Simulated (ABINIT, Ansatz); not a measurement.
# AlH3 (R-3c): changed settings of a GW run in ABINIT

What do changed inputs do to GW on AlH3 (R-3c)?

Method: LDA and many-body steps on it, plane waves, in ABINIT 10.8.3.

## Step 1: Starting point

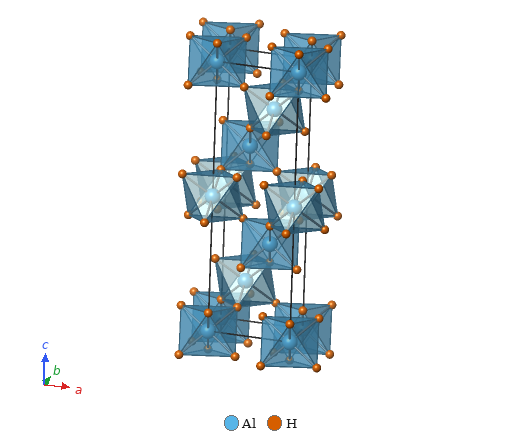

The cell as given, slightly off an axis (aluminium blue, hydrogen orange). This picture shows the conventional cell, with its axes. Some periodic images of atoms are drawn too.

The cell and positions come from the Crystallography Open Database and are kept as given unless a step says otherwise.

## Step 2: Screening, 4×4×4 mesh, 68 bands, screening to 114.3 eV

This step: ABINIT 10.8.3; RPA screening on LDA, plane waves, norm-conserving pseudopotentials.

The RPA dielectric matrix is built and inverted for each q.

run.abi reads:

```
acell 3*1.0 Angstrom
rprim 
  2.224650000012 1.284402276382 3.934566666693
  -2.224650000012 1.284402276382 3.934566666693
  -0.000000000000 -2.568804552697 3.934566666715
ntypat 2
znucl 13 1
natom 8
typat 1 1 2 2 2 2 2 2
xred 
  0.000000000000 0.000000000000 -0.000000000000
  0.500000000000 0.500000000000 0.500000000000
  0.878000000000 0.622000000000 0.250000000000
  0.250000000000 0.878000000000 0.622000000000
  0.622000000000 0.250000000000 0.878000000000
  0.122000000000 0.378000000000 0.750000000000
  0.750000000000 0.122000000000 0.378000000000
  0.378000000000 0.750000000000 0.122000000000
pp_dirpath "pseudos"
pseudos "Al.upf, H.upf"
ecut 31
ngkpt 4 4 4
nshiftk 1
shiftk 0 0 0
kptopt 1
chksymbreak 0
istwfk *1
occopt 1
irdwfk 1
optdriver 3
nband 68
ecuteps 4.2
inclvkb 2
awtr 1
symchi 1
indata_prefix "in"
outdata_prefix "out"
tmpdata_prefix "tmp"
```

Command:

```sh
OMP_NUM_THREADS=1 mpirun -n 4 abinit run.abi > log
```

The log of the run:

```text
.Version 10.8.3 of ABINIT. v10.8.2 released Aug 2026.

 Symmetries : space group R-3 c (#167); Bravais hR (rhombohedral)
[... echo of the input left out ...]
== DATASET  1 ==================================================================
-   mpi_nproc: 4, omp_nthreads: 1 (-1 if OMP is not activated)

--- !DatasetInfo
iteration_state: {dtset: 1, }
dimensions: {natom: 8, nkpt: 13, mband: 68, nsppol: 1, nspinor: 1, nspden: 1, mpw: 3775, }
cutoff_energies: {ecut:  31.0, pawecutdg:  -1.0, }
electrons: {nelect:   1.20000000E+01, charge:   0.00000000E+00, occopt:   1.00000000E+00, tsmear:   1.00000000E-02, }

 SCREENING: Calculation of the susceptibility and dielectric matrices

 Based on a program developped by R.W. Godby, V. Olevano, G. Onida, and L. Reining.
 Incorporated in ABINIT by V. Olevano, G.-M. Rignanese, and M. Torrent.
.Using double precision arithmetic ; gwpc =  8

[... cell and pseudopotentials left out ...]
--------------------------------------------------------------------------------

 ==== K-mesh for the wavefunctions ====
 Number of points in the irreducible wedge :    13
[... list of points left out ...]
 Together with 12 symmetry operations and time-reversal symmetry
 yields    64 points in the full Brillouin Zone.

 ==== Q-mesh for the screening function ====
 Number of points in the irreducible wedge :    13
[... list of points left out ...]
 Together with 12 symmetry operations and time-reversal symmetry
 yields    64 points in the full Brillouin Zone.

 setmesh: FFT mesh size selected  =    32x   32x   32
          total number of points  =        32768

 vcoul_init : cutoff-mode = AUXILIARY_FUNCTION
 q-points for optical limit:   1
     1)      0.000010    0.000020    0.000030

- screening: taking advantage of time-reversal symmetry
- Maximum band index for partially occupied states nbvw = 6
- Remaining bands to be divided among processors   nbcw = 62
- Number of bands treated by each node ~15

 Number of electrons calculated from density =   12.0000; Expected =   12.0000
 average of density, n =  0.026362
 r_s =    2.0844
 omega_plasma =   15.6618 [eV]

 calculating chi0 at frequencies [eV] :
  1    0.000000E+00    0.000000E+00
  2    0.000000E+00    1.566183E+01

--------------------------------------------------------------------------------
  q-point number  1        q = ( 0.000000, 0.000000, 0.000000) [r.l.u.]
--------------------------------------------------------------------------------
[... chi0 elements left out ...]
 For q-point:  0.000010 0.000020 0.000030
  dielectric constant =   4.6163
  dielectric constant without local fields =   5.1466

  Average fulfillment of the sum rule on Im[epsilon] for q-point    1 :     78.76  [%]
[... wings left out ...]
  q-point number  2        q = ( 0.250000, 0.000000, 0.000000) [r.l.u.]
--------------------------------------------------------------------------------
[... chi0 elements left out ...]
  Average fulfillment of the sum rule on Im[epsilon] for q-point    2 :     89.01  [%]

 [... 11 further q-points ...]
```

It took 40 s on 4 MPI ranks of Intel Xeon Platinum 8259CL at 2.50GHz (Skylake/Cascade Lake), shared host; peak memory 1.1 GiB; 2.7 min of CPU time.

This step gave:

```yaml
eps_infinity_with_local_fields_on_this_mesh_along_the_program_s_q_direction: 4.616
the_same_without_local_fields: 5.147
plasma_frequency: 15.66 eV
plane_waves_in_the_screening_matrix: 175
```

Local fields lower ε∞ by 10 %.

## Step 3: Base

The self-energy is evaluated for the states that the input lists, and the levels follow from it, in one-shot runs by the linearised quasiparticle equation.

This step: G0W0 on LDA, plane waves, norm-conserving pseudopotentials.

Changes to run.abi since step 2:

```diff
@@ -29,8 +29,17 @@
 irdwfk 1
-optdriver 3
+optdriver 4
 nband 68
+gwcalctyp 0
+ecutsigx 31
+symsigma 1
+nkptgw 2
+kptgw 
+  0.2500000000 0.2500000000 0.0000000000
+  0.0000000000 0.0000000000 0.0000000000
+bdgw 
+  5 8
+  5 8
 ecuteps 4.2
-inclvkb 2
-awtr 1
-symchi 1
+irdscr 1
+ppmodel 1
 indata_prefix "in"
```

The log of the run:

```text
.Version 10.8.3 of ABINIT. v10.8.2 released Aug 2026.

 Symmetries : space group R-3 c (#167); Bravais hR (rhombohedral)
[... echo of the input left out ...]
== DATASET  1 ==================================================================
-   mpi_nproc: 4, omp_nthreads: 1 (-1 if OMP is not activated)

--- !DatasetInfo
iteration_state: {dtset: 1, }
dimensions: {natom: 8, nkpt: 13, mband: 68, nsppol: 1, nspinor: 1, nspden: 1, mpw: 3775, }
cutoff_energies: {ecut:  31.0, pawecutdg:  -1.0, }
electrons: {nelect:   1.20000000E+01, charge:   0.00000000E+00, occopt:   1.00000000E+00, tsmear:   1.00000000E-02, }

 SIGMA: Calculation of the GW corrections

 Based on a program developped by R.W. Godby, V. Olevano, G. Onida, and L. Reining.
 Incorporated in ABINIT by V. Olevano, G.-M. Rignanese, and M. Torrent.
.Using double precision arithmetic ; gwpc =  8

[... cell and pseudopotentials left out ...]
--------------------------------------------------------------------------------

 ==== K-mesh for the wavefunctions ====
 Number of points in the irreducible wedge :    13
[... list of points left out ...]
 Together with 12 symmetry operations and time-reversal symmetry
 yields    64 points in the full Brillouin Zone.

 ==== Q-mesh for screening function ====
 Number of points in the irreducible wedge :    13
[... list of points left out ...]
 Together with 12 symmetry operations and time-reversal symmetry
 yields    64 points in the full Brillouin Zone.

 vcoul_init : cutoff-mode = AUXILIARY_FUNCTION
 q-points for optical limit:   1
     1)      0.000010    0.000020    0.000030
 setmesh: FFT mesh size selected  =    48x   48x   48
          total number of points  =       110592

 Number of electrons calculated from density =   12.0000; Expected =   12.0000
 average of density, n =  0.026362
 r_s =    2.0844
 omega_plasma =   15.6618 [eV]

 === KS Band Gaps ===
  >>>> For spin  1
   Minimum direct gap =   1.9949 [eV], located at k-point      :   0.0000  0.0000  0.0000
   Fundamental gap    =   1.9463 [eV], Top of valence bands at :   0.2500  0.2500  0.0000
                                       Bottom of conduction at :   0.0000  0.0000  0.0000
 SIGMA fundamental parameters:
 PLASMON POLE MODEL  1
 number of plane-waves for SigmaX                 3775
 number of plane-waves for SigmaC and W            175
 number of plane-waves for wavefunctions          3775
 number of bands                                    68
 number of independent spin polarizations            1
 number of spinorial components                      1
 number of k-points in IBZ                          13
 number of q-points in IBZ                          13
 number of symmetry operations                      12
 number of k-points in BZ                           64
 number of q-points in BZ                           64
 number of frequencies for dSigma/dE                 9
 frequency step for dSigma/dE [eV]                0.25
 number of omega for Sigma on real axis              0
 max omega for Sigma on real axis  [eV]           0.00
 zcut for avoiding poles [eV]                     0.10

 EPSILON^-1 parameters (SCR file):
 dimension of the eps^-1 matrix on file            175
 dimension of the eps^-1 matrix used               175
 number of plane-waves for wavefunctions          3775
 number of bands                                    68
 number of q-points in IBZ                          13
 number of frequencies                               2
 number of real frequencies                          1
 number of imag frequencies                          1

 matrix elements of self-energy operator (all in [eV])

 Perturbative Calculation

--- !SelfEnergy_ee
iteration_state: {dtset: 1, }
kpoint     : [   0.250,    0.250,    0.000, ]
spin       : 1
KS_gap     :    4.134
QP_gap     :    5.855
Delta_QP_KS:    1.721
data: !SigmaeeData |
     Band     E0 <VxcDFT>   SigX SigC(E0)      Z dSigC/dE  Sig(E)    E-E0       E
        5  -1.121 -10.955 -14.879   2.559   0.767  -0.305 -12.002  -1.047  -2.167
        6   0.827 -11.517 -14.806   2.082   0.781  -0.281 -12.460  -0.943  -0.115
        7   4.962 -10.117  -5.795  -3.343   0.795  -0.258  -9.339   0.778   5.739
        8   6.316  -8.484  -3.854  -3.626   0.812  -0.232  -7.669   0.815   7.132

--- !SelfEnergy_ee
iteration_state: {dtset: 1, }
kpoint     : [   0.000,    0.000,    0.000, ]
spin       : 1
KS_gap     :    1.995
QP_gap     :    3.786
Delta_QP_KS:    1.791
data: !SigmaeeData |
     Band     E0 <VxcDFT>   SigX SigC(E0)      Z dSigC/dE  Sig(E)    E-E0       E
        5   0.779 -11.714 -15.141   2.173   0.779  -0.283 -12.692  -0.978  -0.199
        6   0.779 -11.714 -15.141   2.173   0.779  -0.283 -12.692  -0.978  -0.199
        7   2.774  -9.614  -5.518  -3.082   0.802  -0.247  -8.801   0.813   3.587
        8   6.452  -8.209  -3.402  -3.731   0.814  -0.229  -7.333   0.876   7.328

== END DATASET(S) ==============================================================
================================================================================

 -outvars: echo values of variables after computation  --------
           etotal      0.0000000000E+00
            nband          68
             nkpt          13
          spgroup         167
 [... the other variables as echoed above ...]

 Calculation completed.
```

It took 12 s on 4 MPI ranks; peak memory 0.95 GiB; 48 s of CPU time.

Numbers from this step:

```yaml
g0w0_gap_on_the_points_computed: 3.702 eV
starting_gap_on_the_mesh: 1.946 eV
k_of_the_valence_top: 0.25, 0.25, 0
k_of_the_conduction_bottom: 0, 0, 0
z_at_the_valence_top: 0.781
z_at_the_conduction_bottom: 0.802
least_direct_g0w0_gap_on_the_computed_points: 3.786 eV
```

The gap on the mesh goes from 1.95 eV to 3.70 eV, a correction of +1.76 eV.

## Step 4: No symmetry in the self-energy

Changes to run.abi since step 3:

```diff
@@ -33,3 +33,3 @@
 ecutsigx 31
-symsigma 1
+symsigma 0
 nkptgw 2
```

The log of the run:

```text
.Version 10.8.3 of ABINIT. v10.8.2 released Aug 2026.

 Symmetries : space group R-3 c (#167); Bravais hR (rhombohedral)
[... echo of the input left out ...]
== DATASET  1 ==================================================================
-   mpi_nproc: 4, omp_nthreads: 1 (-1 if OMP is not activated)

--- !DatasetInfo
iteration_state: {dtset: 1, }
dimensions: {natom: 8, nkpt: 13, mband: 68, nsppol: 1, nspinor: 1, nspden: 1, mpw: 3775, }
cutoff_energies: {ecut:  31.0, pawecutdg:  -1.0, }
electrons: {nelect:   1.20000000E+01, charge:   0.00000000E+00, occopt:   1.00000000E+00, tsmear:   1.00000000E-02, }

 SIGMA: Calculation of the GW corrections

 Based on a program developped by R.W. Godby, V. Olevano, G. Onida, and L. Reining.
 Incorporated in ABINIT by V. Olevano, G.-M. Rignanese, and M. Torrent.
.Using double precision arithmetic ; gwpc =  8

[... cell and pseudopotentials left out ...]
--------------------------------------------------------------------------------

 ==== K-mesh for the wavefunctions ====
 Number of points in the irreducible wedge :    13
[... list of points left out ...]
 Together with 12 symmetry operations and time-reversal symmetry
 yields    64 points in the full Brillouin Zone.

 ==== Q-mesh for screening function ====
 Number of points in the irreducible wedge :    13
[... list of points left out ...]
 Together with 12 symmetry operations and time-reversal symmetry
 yields    64 points in the full Brillouin Zone.

 vcoul_init : cutoff-mode = AUXILIARY_FUNCTION
 q-points for optical limit:   1
     1)      0.000010    0.000020    0.000030
 setmesh: FFT mesh size selected  =    48x   48x   48
          total number of points  =       110592

 Number of electrons calculated from density =   12.0000; Expected =   12.0000
[...]
number of omega for Sigma on real axis              0
 max omega for Sigma on real axis  [eV]           0.00
 zcut for avoiding poles [eV]                     0.10

 EPSILON^-1 parameters (SCR file):
 dimension of the eps^-1 matrix on file            175
 dimension of the eps^-1 matrix used               175
 number of plane-waves for wavefunctions          3775
 number of bands                                    68
 number of q-points in IBZ                          13
 number of frequencies                               2
 number of real frequencies                          1
 number of imag frequencies                          1

 matrix elements of self-energy operator (all in [eV])

 Perturbative Calculation

--- !SelfEnergy_ee
iteration_state: {dtset: 1, }
kpoint     : [   0.250,    0.250,    0.000, ]
spin       : 1
KS_gap     :    4.134
QP_gap     :    5.855
Delta_QP_KS:    1.721
data: !SigmaeeData |
     Band     E0 <VxcDFT>   SigX SigC(E0)      Z dSigC/dE  Sig(E)    E-E0       E
        5  -1.121 -10.955 -14.879   2.559   0.767  -0.305 -12.002  -1.047  -2.167
        6   0.827 -11.517 -14.806   2.082   0.781  -0.281 -12.460  -0.943  -0.115
        7   4.962 -10.117  -5.795  -3.343   0.795  -0.258  -9.339   0.778   5.739
[...]
--- !SelfEnergy_ee
iteration_state: {dtset: 1, }
kpoint     : [   0.000,    0.000,    0.000, ]
spin       : 1
KS_gap     :    1.995
QP_gap     :    3.786
Delta_QP_KS:    1.791
data: !SigmaeeData |
     Band     E0 <VxcDFT>   SigX SigC(E0)      Z dSigC/dE  Sig(E)    E-E0       E
[...]
7   2.774  -9.614  -5.518  -3.082   0.802  -0.247  -8.801   0.813   3.587
        8   6.452  -8.209  -3.402  -3.731   0.814  -0.229  -7.333   0.876   7.328

== END DATASET(S) ==============================================================
================================================================================

 -outvars: echo values of variables after computation  --------
           etotal      0.0000000000E+00
            nband          68
             nkpt          13
          spgroup         167
 [... the other variables as echoed above ...]

 Calculation completed.
```

Run time: 26 s. Hardware: 4 MPI ranks; peak memory 0.95 GiB; 1.7 min of CPU time.

Numbers from this step:

```
G0W0 gap on the points computed              : 3.702 eV
starting gap on the mesh                     : 1.946 eV
k of the valence top                         : 0.25, 0.25, 0
k of the conduction bottom                   : 0, 0, 0
Z at the valence top                         : 0.781
Z at the conduction bottom                   : 0.802
least direct G0W0 gap on the computed points : 3.786 eV
```

Against G0W0 in ABINIT (4×4×4 mesh, 68 bands, screening to 114.3 eV, Godby-Needs plasmon pole), the gap moves by +0.000 eV.

## Step 5: Exchange cutoff of one hartree

Changes to run.abi since step 4:

```diff
@@ -32,4 +32,4 @@
 gwcalctyp 0
-ecutsigx 31
-symsigma 0
+ecutsigx 1
+symsigma 1
 nkptgw 2
```

The log of the run:

```text
.Version 10.8.3 of ABINIT. v10.8.2 released Aug 2026.

 Symmetries : space group R-3 c (#167); Bravais hR (rhombohedral)
[... echo of the input left out ...]
== DATASET  1 ==================================================================
-   mpi_nproc: 4, omp_nthreads: 1 (-1 if OMP is not activated)

--- !DatasetInfo
iteration_state: {dtset: 1, }
dimensions: {natom: 8, nkpt: 13, mband: 68, nsppol: 1, nspinor: 1, nspden: 1, mpw: 3775, }
cutoff_energies: {ecut:  31.0, pawecutdg:  -1.0, }
electrons: {nelect:   1.20000000E+01, charge:   0.00000000E+00, occopt:   1.00000000E+00, tsmear:   1.00000000E-02, }

 SIGMA: Calculation of the GW corrections

 Based on a program developped by R.W. Godby, V. Olevano, G. Onida, and L. Reining.
 Incorporated in ABINIT by V. Olevano, G.-M. Rignanese, and M. Torrent.
.Using double precision arithmetic ; gwpc =  8

[... cell and pseudopotentials left out ...]
--------------------------------------------------------------------------------

 ==== K-mesh for the wavefunctions ====
 Number of points in the irreducible wedge :    13
[... list of points left out ...]
 Together with 12 symmetry operations and time-reversal symmetry
 yields    64 points in the full Brillouin Zone.

 ==== Q-mesh for screening function ====
 Number of points in the irreducible wedge :    13
[... list of points left out ...]
 Together with 12 symmetry operations and time-reversal symmetry
 yields    64 points in the full Brillouin Zone.

 vcoul_init : cutoff-mode = AUXILIARY_FUNCTION
 q-points for optical limit:   1
     1)      0.000010    0.000020    0.000030
 setmesh: FFT mesh size selected  =    30x   30x   30
          total number of points  =        27000

 Number of electrons calculated from density =   12.0000; Expected =   12.0000
[...]
number of omega for Sigma on real axis              0
 max omega for Sigma on real axis  [eV]           0.00
 zcut for avoiding poles [eV]                     0.10

 EPSILON^-1 parameters (SCR file):
 dimension of the eps^-1 matrix on file            175
 dimension of the eps^-1 matrix used                15
 number of plane-waves for wavefunctions          3775
 number of bands                                    68
 number of q-points in IBZ                          13
 number of frequencies                               2
 number of real frequencies                          1
 number of imag frequencies                          1

 matrix elements of self-energy operator (all in [eV])

 Perturbative Calculation

--- !SelfEnergy_ee
iteration_state: {dtset: 1, }
kpoint     : [   0.250,    0.250,    0.000, ]
spin       : 1
KS_gap     :    4.134
QP_gap     :    5.344
Delta_QP_KS:    1.209
data: !SigmaeeData |
     Band     E0 <VxcDFT>   SigX SigC(E0)      Z dSigC/dE  Sig(E)    E-E0       E
        5  -1.121 -10.955 -12.889   2.784   0.794  -0.259 -10.280   0.675  -0.445
        6   0.827 -11.517 -12.330   2.304   0.811  -0.233 -10.308   1.210   2.037
        7   4.962 -10.117  -4.073  -3.071   0.814  -0.229  -7.697   2.419   7.381
[...]
--- !SelfEnergy_ee
iteration_state: {dtset: 1, }
kpoint     : [   0.000,    0.000,    0.000, ]
spin       : 1
KS_gap     :    1.995
QP_gap     :    2.880
Delta_QP_KS:    0.885
data: !SigmaeeData |
     Band     E0 <VxcDFT>   SigX SigC(E0)      Z dSigC/dE  Sig(E)    E-E0       E
[...]
7   2.774  -9.614  -4.147  -2.846   0.819  -0.220  -7.467   2.147   4.921
        8   6.452  -8.209  -2.523  -3.643   0.819  -0.221  -6.537   1.672   8.124

== END DATASET(S) ==============================================================
================================================================================

 -outvars: echo values of variables after computation  --------
           etotal      0.0000000000E+00
            nband          68
             nkpt          13
          spgroup         167
 [... the other variables as echoed above ...]

 Calculation completed.
```

Elapsed: 4.6 s, on 4 MPI ranks; peak memory 0.54 GiB.

The run ended normally, though the input holds a fault or crude settings.

The fault put into this input: exchange cutoff of one hartree. It printed a gap of 2.88 eV, an artefact of the input.

## Step 6: The runs together

Times are wall times on 4 MPI ranks of Intel Xeon Platinum 8259CL at 2.50GHz (Skylake/Cascade Lake), shared host, good to a factor of about two. A run's time includes the screening step that it read.

```tsv
run	mesh	bands	screening cutoff (eV)	DFT gap (eV)	gap on the mesh (eV)	direct (eV)	ε∞ used	time
base	4×4×4	68	114.3	1.946	3.702	3.786	4.62	52 s
no symmetry in the self-energy	4×4×4	68	114.3	1.946	3.702	3.786	4.62	66 s
```

## Step 7: Summary of results

```json
{
 "base": "3.702 eV",
 "no symmetry in the self-energy": "3.702 eV",
 "known limits": "not at the basis limit"
}
```

What this shows: No symmetry in the self-energy: no change against base (keys changed: symsigma). Bands and cutoff are finite, so the gap is not at the basis limit. The miss can reach some tenths of an eV and take either sign; the mesh is an error of its own. In the G0W0 runs levels were corrected at 2 k points alone, so a gap called «on the mesh» is the least over those, and an edge elsewhere would be missed.

[Paths, hosts, dates, memory and timing lines, banners, echoed tables and standing remarks are left out of the program output.]

[Logs are printed without paths, hosts, clocks, repeated set-up lines and the standing remarks that a program may print on its own settings, such as how far it seeks lower states.]

[Runs of the session that timed out or met a known fault of the program may be left out.]

[Hosts, paths, dates, database ids (printed as entryN), source tags and the programs' standing remarks are cut or masked in the printed files.]

[G0W0 gaps are taken among the corrected bands and points alone; a level outside them can change the order at an edge.]

[Where Ansatz stands beside ABINIT at settings called matched, ABINIT's density can come from a denser mesh and the files from another edition; pairs whose starting gaps differed by over 0.03 eV were left out, so agreement reads better than it is.]
